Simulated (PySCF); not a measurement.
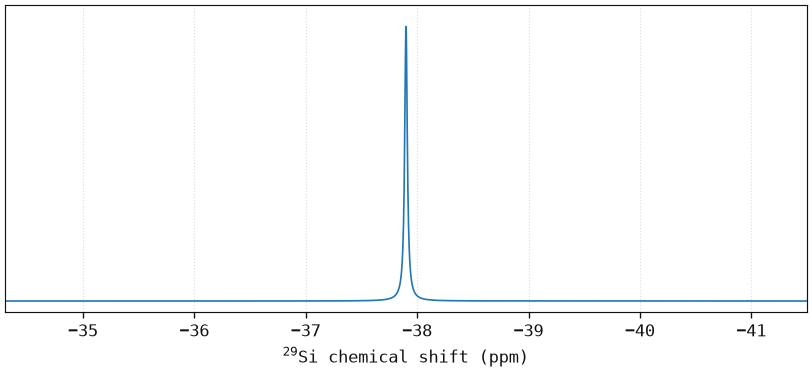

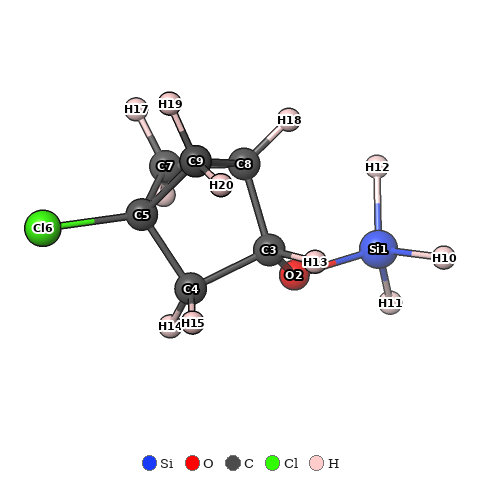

Spectrum and numbered structure of C₆H₁₁ClOSi, SMILES [SiH3]O[C@@H]1C[C@]2(Cl)C[C@H]1C2. GIAO shifts, PBE/pcSseg-1 with PySCF, at a PBE0-D3(BJ)/def2-SVP geometry (no frequency check), against TMS for ²⁹Si computed at the same level. Gas phase, fully decoupled, line heights follow the number of nuclei, widths are arbitrary (no quadrupolar broadening); values of one conformer, averaged over methyl-type rotors and exact or near symmetry; other conformers aren't averaged in.

### Where does the ²⁹Si line lie?

At −37.9 ppm (Si1).
